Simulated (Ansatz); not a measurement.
# LuSc3: relaxing a made-up structure, part 2 of 2

This structure for LuSc3 is made up. Its elements were placed in a known structure type with a cell scaled to their sizes. What cell does the guess relax to, and how far off was it?

Ansatz 0.2.0; DFT, PBE, plane-wave PAW, files of the set soft_1, scalar-relativistic, no spin, cell and ions relaxed at zero pressure; PAW set soft_1 (the session's first sound run).

So far: The starting structure; Relaxation of the guess. The relaxed cell has a = 4.686 Å (conventional setting).

## (3) Electronic structure of the relaxed cell

A second self-consistent run takes a narrower smearing and the mesh shown in its input; the bands follow along the standard path of the relaxed lattice.

This step: DFT, PBE, plane-wave PAW, files of the set soft_1, scalar-relativistic, no spin, bands and density of states at the relaxed cell; PAW set soft_1 (Ansatz 0.2.0).

The input, input.yaml:

```yaml
crystal:
  lattice:
    - [4.6856080763, 0.0, 0.0]
    - [0.0, 4.6856080763, 0.0]
    - [0.0, 0.0, 4.6856080763]
  atoms:
    - { symbol: Lu, position: [0.0, 0.0, 0.0] }
    - { symbol: Sc, position: [0.5, 0.0, 0.5] }
    - { symbol: Sc, position: [0.5, 0.5, 0.0] }
    - { symbol: Sc, position: [0.0, 0.5, 0.5] }
kpoints:
  mp_grid: { grid: [8, 8, 8] }
  band_path:
    path:
      - [[0.0, 0.0, 0.0], [0.0, 0.5, 0.0], [0.5, 0.5, 0.0], [0.0, 0.0, 0.0], [0.5, 0.5, 0.5], [0.0, 0.5, 0.0]]
      - [[0.5, 0.5, 0.0], [0.5, 0.5, 0.5]]
    npoints: 13
scf:
  occupations: { method: fermi_dirac, width: 0.03 }
  n_extra_bands: 8
hamiltonian:
  xc: pbe
  pseudopotentials: { kind: paw, azcp: { folder: soft_1 } }
output:
  forces: true
  stress: true
  write_bands: true
  dos: { projected: true }
  write_density: true
  write_potential: true
  elf: true
  volumetric_format: npy
```

On the command line:

```sh
$ ansatz run input.yaml --threads 4 --pin off --max-ram 8192MiB --backend cpu --events-out ev --progress --plain --runs-dir out
```

Numbers of over 12 decimals in the logs are rounded to 6 here.

What it wrote:

```text
Lu: projections on atomic orbitals take those of the free atom [Kr 4d10] 4f14 5s2 5p6 5d1 6s2, of charge +0.00 (hamiltonian.pseudopotentials.projection_atoms); the dataset's partial waves leave at most 4.6e-5 of an orbital's norm unspanned inside its sphere
[...]
Crystal: 4 atoms, lattice volume = 102.872 Å³
Basis set: ecut = 420 eV, 2007 PW (Γ), exchange–correlation on 64×64×64 points (8 copies of the dense FFT grid, shifted against one another)
Bands: 37, of which v1, the nominal top of the filled ones, is band 29 counted from 1 (28 counted from 0)
Symmetry: 48 space group operations
[...]
k-points: 35 of 512
[...]
SCF iter   1: F=—  HF=-21140.518267 eV  |F-HF|=—  |Δ(HF+E_count)|=         —  Δρ=2.22e-2  dr2=6.96e-1  ethr=3.10e-3  ⟨swp⟩=5.6  Hψ=5132  notcnv=0
[...]
SCF iter   9: F=-21140.318876 eV  HF=-21140.318876 eV  |F-HF|=8.56e-9  |Δ(HF+E_count)|=   2.44e-7  Δρ=8.50e-6  dr2=4.22e-8  ethr=1.72e-10  ⟨swp⟩=16.3  Hψ=14034  notcnv=0
SCF 1 converged in 9 iterations: F = -21140.318876 eV  dr2 = 4.22e-8
[...]
NSCF: frozen V_eff on 80 k-points
SCF converged after 9 iterations
Free energy (F): -21140.318876 eV
[...]
Internal energy: -21140.288623 eV  (E = F + TS)
E sigma→0 (E₀):  -21140.303749 eV
Entropy (-TS):   -0.030252 eV (-7.563 meV/atom)
Fermi energy:    10.485569 eV
[...]
--- Stress (GPa, compression-positive) ---
       -0.040689       0.000000      -0.000000
        0.000000      -0.040689       0.000000
        0.000000       0.000000      -0.040689
  P = ⅓ Tr σ = -0.0407 GPa (-0.407 kbar)
--- Band table (eV; the first three rows and the last of 35) ---
  k-point 0: bands = [... 25 lower, 8.7859, 8.9775, 9.8208, 9.8208, 9.8208, 12.1427, 12.1427, 12.1427, ... 4 higher]
  k-point 1: bands = [... 25 lower, 8.8867, 9.0434, 9.8774, 9.8774, 9.8903, 12.0262, 12.1425, 12.1425, ... 4 higher]
  k-point 2: bands = [... 25 lower, 9.1609, 9.3314, 10.0459, 10.0459, 10.0938, 11.6886, 11.6886, 11.7120, ... 4 higher]
  k-point 34: bands = [... 25 lower, 8.5750, 8.5750, 10.6163, 10.7980, 10.7980, 10.7980, 11.8787, 11.8787, ... 4 higher]
```

The job ended after 4 s (4 threads of Arm Neoverse V2, shared host; peak memory 0.5 GiB).

Reading the cycles: dr2 is the Hartree energy of the density residual (eV), the measure of convergence; HF is the Harris–Foulkes estimate of the energy, which meets the free energy F at convergence.

This step gave:

* free energy: -21140.3189 eV
* energy at zero smearing: -21140.3037 eV
* smearing term TS: 0.03025 eV
* Fermi energy: 10.49 eV
* pressure: -0.04069 GPa

From bands.tsv, the bands that come nearest the Fermi level along the path, at its corners, in eV from the Fermi level:

| point | band 25 | band 26 | band 27 | band 28 | band 29 | band 30 | band 31 | band 32 |
| --- | --- | --- | --- | --- | --- | --- | --- | --- |
| Γ | -1.70 | -1.70 | -1.51 | -0.66 | -0.66 | -0.66 | 1.66 | 1.66 |
| X | -3.24 | -0.81 | -0.57 | 0.17 | 0.17 | 0.27 | 0.27 | 0.33 |
| M | -1.98 | -1.76 | -1.76 | 0.30 | 0.32 | 0.32 | 0.45 | 0.69 |
| Γ | -1.70 | -1.70 | -1.51 | -0.66 | -0.66 | -0.66 | 1.66 | 1.66 |
| R | -1.91 | -1.91 | -1.91 | 0.13 | 0.31 | 0.31 | 0.31 | 1.39 |
| X | -3.24 | -0.81 | -0.57 | 0.17 | 0.17 | 0.27 | 0.27 | 0.33 |
| M | -1.98 | -1.76 | -1.76 | 0.30 | 0.32 | 0.32 | 0.45 | 0.69 |
| R | -1.91 | -1.91 | -1.91 | 0.13 | 0.31 | 0.31 | 0.31 | 1.39 |

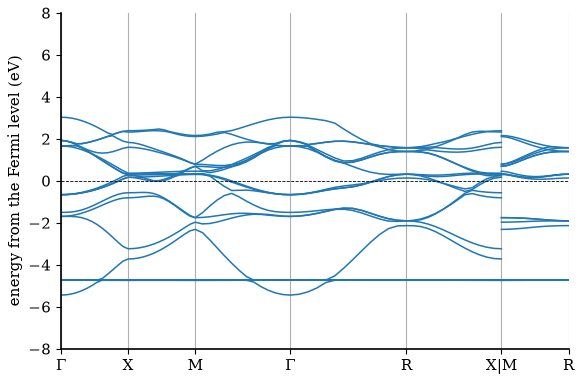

Bands along the path. 16 bands lie wholly below the window drawn.

Counts of states for the cell as run, both spins, by energy window (eV from the Fermi level):

| from | to | total |
| --- | --- | --- |
| -8 | -7 | 0.00 |
| -7 | -6 | 0.00 |
| -6 | -5 | 0.08 |
| -5 | -4 | 14.54 |
| -4 | -3 | 0.93 |
| -3 | -2 | 1.74 |
| -2 | -1 | 3.32 |
| -1 | 0 | 5.51 |
| 0 | 1 | 6.95 |

A further 32.0 states lie below the table's range.

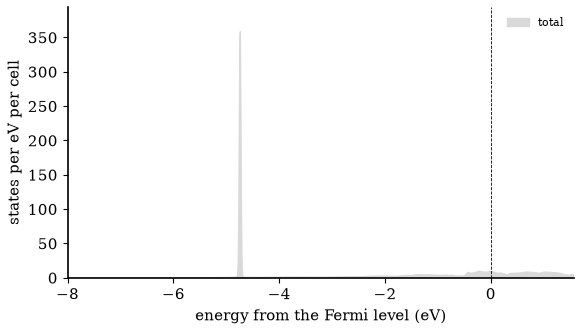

Total density of states, smoothed over about 0.04 eV.

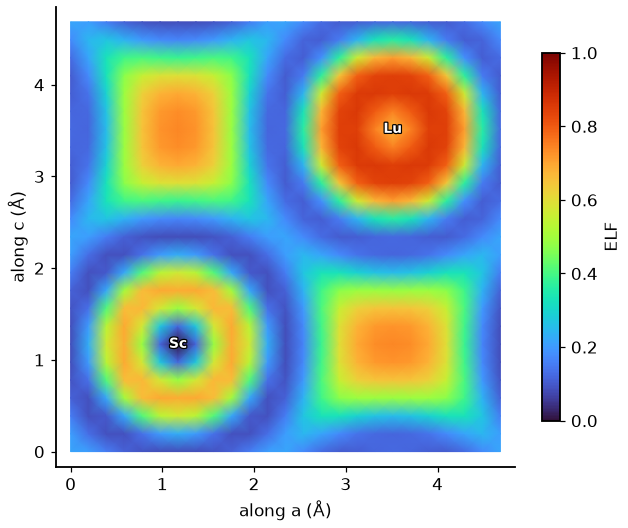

ELF in the ac plane at fractional y = 0.000, with atoms of Lu and Sc within 0.2 Å of it. It is the smooth field of the valence electrons, not physical close to the nuclei. The map starts off the cell's origin, so that atoms lie inside it.

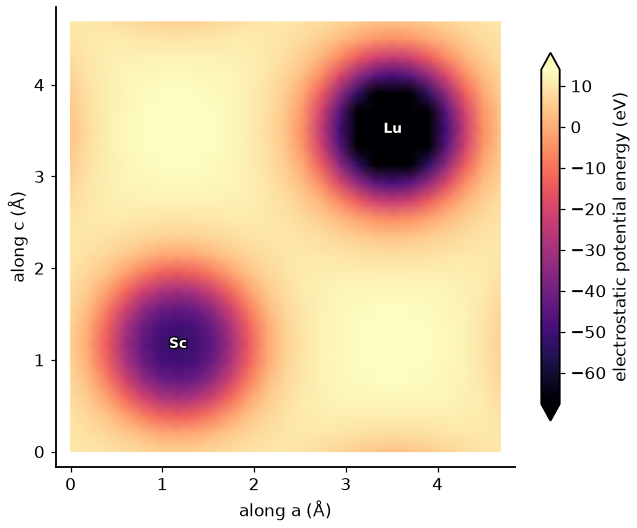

Electrostatic potential energy in the ac plane at fractional y = 0.000, with atoms of Lu and Sc within 0.2 Å of it. With pseudopotentials it is smooth inside the atoms' cores, unlike the true potential. The map starts off the cell's origin, so that atoms lie inside it.

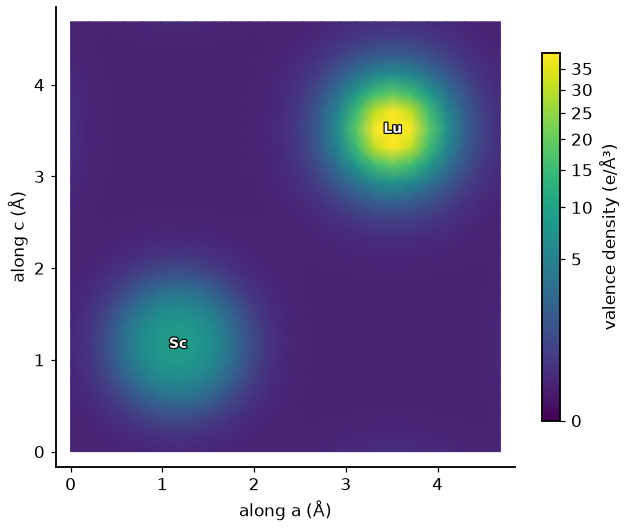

Valence density in the ac plane at fractional y = 0.000, with atoms of Lu and Sc within 0.2 Å of it. It is the smooth field of the valence electrons, not physical close to the nuclei. The map starts off the cell's origin, so that atoms lie inside it. The colour scale is stretched toward low values.

## (4) Summary of results

```
space group, relaxed : Pm-3m
conventional cell    : a = 4.686, b = 4.686, c = 4.686 Å; α = 90.0°, β = 90.0°, γ = 90.0°
volume per atom      : 25.72 Å³ (guess 22.68)
```

What this shows: LuSc3 relaxes to Pm-3m with a = 4.686, b = 4.686 and c = 4.686 Å. The guessed volume was 12 % too small. The space group Pm-3m was held in the relaxation, so the end point is a stationary structure within it and may be a saddle against distortions or other arrangements. Bands cross the Fermi level, so it is a metal or semimetal at this level. On the 8×8×8 mesh with the narrower smearing (relaxed on 6×6×6) the forces vanish, as symmetry may demand, and the largest stress component is 0.041 GPa, within the relaxation's thresholds of 0.015 eV/Å and 0.05 GPa. The cutoff wasn't tested. Spin-orbit coupling is left out, which can matter for elements this heavy. No dispersion term is used, so weakly bound directions may come out too long. Nothing here tests whether the compound is stable against decomposition.

[Logs are printed without paths, hosts, clocks, repeated set-up lines and the standing remarks that a program may print on its own settings, such as how far it seeks lower states.]

[Hosts, paths, dates, database ids (printed as entryN), source tags and the programs' standing remarks are cut or masked in the printed files.]
